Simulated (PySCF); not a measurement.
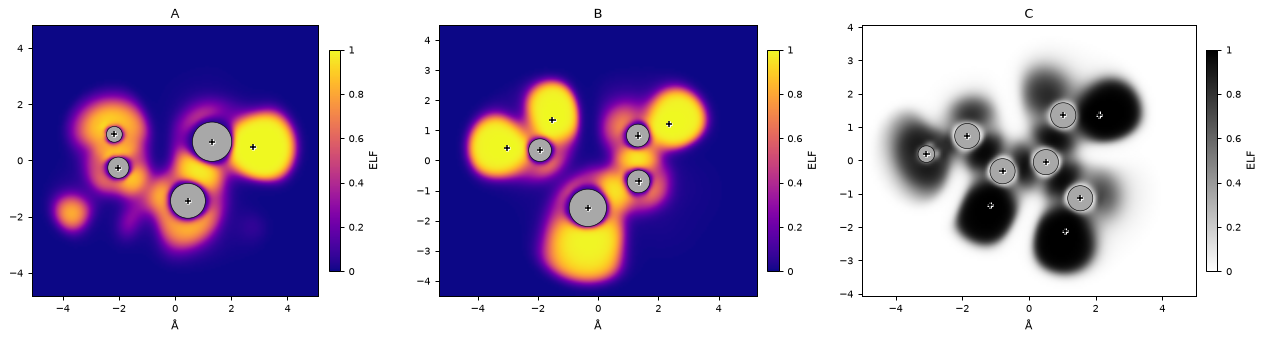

The ELF of 3 systems, each on a plane through atoms (crosses mark nuclei in the plane; grey discs cover the cores).

Computed with PBE0/pcSseg-1, SCF density, gas phase, non-relativistic in PySCF 2.14.0.

System 1: C₇H₁₅P, the plane of atoms C4, C2 and P5. Geometry: GFN2-xTB.

```csv
atom,x (Å),y (Å),z (Å)
C,-1.6482,1.4861,-0.2635
C,-0.9935,0.1237,-0.0278
C,-2.0248,-0.8552,0.5367
C,-0.4407,-0.4154,-1.3424
P,0.2588,0.4016,1.3713
C,1.4129,-1.0736,1.2068
C,2.3945,-0.3046,0.3104
C,1.7589,1.0846,0.4671
H,-2.0598,1.8760,0.6663
H,-0.9208,2.2038,-0.6401
H,-2.4556,1.4024,-0.9896
H,-1.5686,-1.8235,0.7377
H,-2.8410,-1.0006,-0.1694
H,-2.4394,-0.4754,1.4693
H,0.0216,-1.3908,-1.2127
H,0.2864,0.2640,-1.7801
H,-1.2591,-0.5283,-2.0537
H,1.8385,-1.3248,2.1795
H,0.9848,-1.9791,0.7798
H,3.4291,-0.3534,0.6532
H,2.3676,-0.6538,-0.7209
H,1.5636,1.6273,-0.4562
H,2.3299,1.7362,1.1301
```

System 2: C₆H₁₅OPSi (SMILES CC(=O)CP(C)[SiH](C)C), the plane of atoms P5, Si7 and H18. Geometry: GFN2-xTB.

```xyz
24

C     2.5973    1.4056    0.5001
C     1.1183    1.3648    0.7693
O     0.3585    2.2333    0.4082
C     0.6492    0.1316    1.4737
P     0.6408   -1.2820    0.2275
C    -0.3659   -2.4694    1.2289
Si   -0.9995   -0.5652   -1.1707
C    -0.1665    0.4986   -2.5047
C    -2.4082    0.3939   -0.3142
H     2.8959    0.4677    0.0333
H     2.8451    2.2435   -0.1461
H     3.1367    1.5035    1.4402
H     1.3376   -0.1566    2.2711
H    -0.3562    0.2696    1.8758
H     0.2252   -2.8167    2.0752
H    -1.2857   -2.0146    1.5914
H    -0.6072   -3.3232    0.5994
H    -1.5455   -1.8047   -1.7617
H     0.7287    0.0195   -2.8900
H    -0.8406    0.6689   -3.3374
H     0.1176    1.4670   -2.1044
H    -2.0414    1.3427    0.0682
H    -2.8345   -0.1645    0.5155
H    -3.2113    0.6065   -1.0131
```

System 3: C₅H₈F₂ (SMILES CC(C)=CC(F)F), the plane of atoms C2, C3 and H11. Geometry: GFN2-xTB.

```xyz
15

C    -0.7330   -1.0701    0.6942
C    -0.4400    0.2175   -0.0186
C    -1.6111    1.1108   -0.2693
C     0.7885    0.5527   -0.3998
C     1.9838   -0.3163   -0.1730
F     3.1303    0.3632   -0.4157
F     2.0004   -1.3883   -1.0222
H    -1.8038   -1.2442    0.7482
H    -0.3410   -1.0352    1.7110
H    -0.2690   -1.9117    0.1850
H    -1.3084    2.0448   -0.7336
H    -2.1178    1.3274    0.6703
H    -2.3256    0.6102   -0.9217
H     0.9921    1.4722   -0.9262
H     2.0502   -0.7250    0.8494
```

> Match each panel to its system.

Panel A is system 2, C₆H₁₅OPSi: the plane holds C, O, P, Si and H. C–O (1.21 Å): the ELF peaks at about 0.85 between the atoms; a short, multiple covalent bond. Panel B is system 1, C₇H₁₅P: the plane holds C, P and H. C–C (1.52 Å): the ELF peaks at about 0.95 between the atoms (localised, covalent bonding). Panel C is system 3, C₅H₈F₂: the plane holds C, F and H. C–C (1.33 Å): the ELF peaks at about 0.95 between the atoms; a multiple bond.
